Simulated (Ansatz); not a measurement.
# CH2BrF (bromofluoromethane) at HSE06/cc-pVDZ

Aim: the electronic atomisation energy of CH2BrF (bromofluoromethane) at HSE06/cc-pVDZ, from 5 runs. 

Program for the calculation: Ansatz 0.2.0.

59 further runs of the same task are left out: 59 set aside as unsound or not needed.

**1. The structure to begin with**

The species is CH2BrF (5 atoms), meant as a singlet with charge 0. SMILES: `FCBr`. The coordinates come from a PBE0-D4/def2-TZVP relaxation.

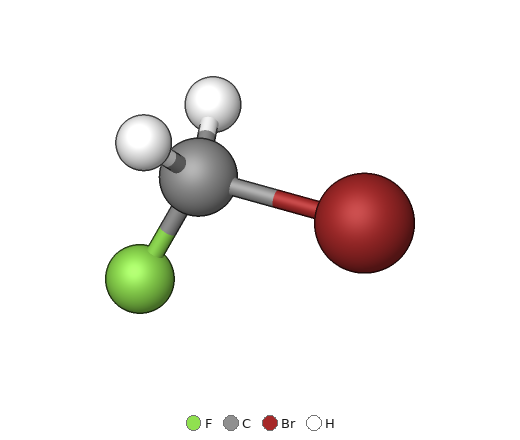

Viewed from a chosen angle; fluorine green, carbon grey, bromine red, hydrogen white.

**2. A single-point energy at HSE06/cc-pVDZ**

Contents of molecule.yaml:

```yaml
crystal:
  periodic: [false, false, false]
  atoms:
    - {symbol: F, position_ang: [0.686900, 1.170700, 0.163000]}
    - {symbol: C, position_ang: [0.150000, -0.066700, 0.076600]}
    - {symbol: Br, position_ang: [-1.544900, -0.012500, -0.855200]}
    - {symbol: H, position_ang: [0.807700, -0.713600, -0.500400]}
    - {symbol: H, position_ang: [-0.049700, -0.451500, 1.074600]}
basis:
  gaussian:
    orbitals: cc-pVDZ
total_charge: 0
output:
  orbitals: {seedname: orbitals}
accuracy: high
hamiltonian:
  xc: {name: HSE06}
```

Command:

```console
$ ansatz run molecule.yaml --threads 1 --pin off --max-ram 3480MiB --events-out events.jsonl --progress --plain --runs-dir runs
```

What it wrote:

```text
Warning: RAYON_NUM_THREADS=1 ignored (pool sized by the plan → 1); use --threads N
Functional definition: HSE06
  name "HSE06"
  parameter a = 0.25
  parameter omega = 0.11/bohr
  exchange = pbe_x - a*pbe_x_sr(omega) + a*exact_x_sr(omega)
  correlation = pbe_c
1379 factors; integrals over basis functions are off by at most 4.6e-9 eV
75 factors; integrals over basis functions are off by at most 1.6e-9 eV
mean field evaluation 1: about -73818.8207 eV, gradient 2.1e1 eV
mean field evaluation 2: about -73818.4627 eV, gradient 2.5e1 eV
mean field evaluation 4: about -73819.7234 eV, gradient 4.6e-1 eV
mean field evaluation 8: about -73819.8520 eV, gradient 2.6e-1 eV
mean field evaluation 16: about -73819.8521 eV, gradient 9.6e-7 eV
mean field -73819.85211010 eV, -2712.8295281532 hartree, gradient 7.3e-8 eV, S^2 0.000000; 0 other end points of the search recorded, 0 dependent functions left out
reference -73819.85211222 eV, -2712.8295282313 hartree; 26, 26 occupied and 39, 39 virtual orbitals, 1379 factors
Total energy: -73819.85211222 eV, -2712.8295282313 hartree
```

Run time: 5.1 s. Hardware: 1 thread of Arm Neoverse V2, shared host; peak memory 0.19 GiB.

**3. The Br atom, same level**

Contents of input.yaml:

```yaml
crystal:
  periodic: [false, false, false]
  atoms:
    - {symbol: Br, position_ang: [0.000000, 0.000000, 0.000000]}
basis:
  gaussian:
    orbitals: cc-pVDZ
magnetization:
  spin_polarized: true
  initial_magnetization: 1
accuracy: high
hamiltonian:
  xc: {name: HSE06}
```

Run the same way, it converges to -2573.78917 Eh (log not shown).

**4. The C atom, same level**

Contents of run.yaml:

```yaml
crystal:
  periodic: [false, false, false]
  atoms:
    - {symbol: C, position_ang: [0.000000, 0.000000, 0.000000]}
basis:
  gaussian: {orbitals: cc-pVDZ}
magnetization: {spin_polarized: true, initial_magnetization: 2}
hamiltonian: {xc: hse06}
accuracy: high
```

Run the same way, it converges to -37.79669 Eh (log not shown).

**5. The F atom at the same level**

Contents of run.yaml:

```yaml
basis:
  gaussian: {orbitals: cc-pVDZ}
crystal:
  periodic: [false, false, false]
  atoms:
    - {symbol: F, position_ang: [0.000000, 0.000000, 0.000000]}
magnetization: {spin_polarized: true, initial_magnetization: 1}
hamiltonian: {xc: {name: HSE06}}
accuracy: high
```

Run the same way, it converges to -99.63182 Eh (log not shown).

**6. The H atom**

Contents of molecule.yaml:

```yaml
crystal:
  periodic: [false, false, false]
  atoms:
    - {symbol: H, position_ang: [0.000000, 0.000000, 0.000000]}
basis:
  gaussian: {orbitals: cc-pVDZ}
magnetization: {spin_polarized: true, initial_magnetization: 1}
hamiltonian: {xc: {name: HSE06}}
accuracy: high
```

Run the same way, it converges to -0.50000 Eh (log not shown).

**7. What came out**

At HSE06/cc-pVDZ:

```
                     quantity           value
       molecule: total energy  -2712.82953 Eh
        molecule: HOMO energy        -7.71 eV
        molecule: LUMO energy        -0.28 eV
      molecule: HOMO–LUMO gap         7.43 eV
        Br atom: total energy  -2573.78917 Eh
                Br atom: ⟨S²⟩           0.752
         C atom: total energy    -37.79669 Eh
                 C atom: ⟨S²⟩           2.003
         F atom: total energy    -99.63182 Eh
                 F atom: ⟨S²⟩           0.751
         H atom: total energy     -0.50000 Eh
                 H atom: ⟨S²⟩           0.750
electronic atomisation energy       16.649 eV
```

Taking the molecule apart into free atoms costs 16.65 eV (384 kcal/mol), before zero-point energy and without spin-orbit coupling.
